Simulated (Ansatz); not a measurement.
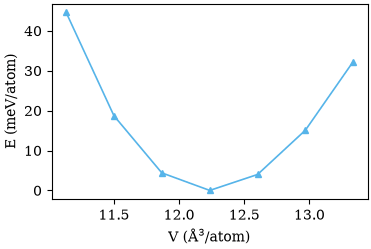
Fig. 1. CaO (CsCl type, Pm-3m) under volume change, the program Ansatz at the r²SCAN level (PAW), scaled uniformly.

### Question
What does a third-order Birch–Murnaghan fit give for V₀, B₀ and B′?

### Answer
V₀ = 12.23 Å³/atom, B₀ = 122 GPa, B′ = 4.3.

This is a known high-pressure phase of the composition, computed here at zero pressure and temperature. The cell was relaxed with r²SCAN under the symmetry of its start. At this level the phase is mechanically unstable.

Potentials: the earlier of the program's two PAW sets.
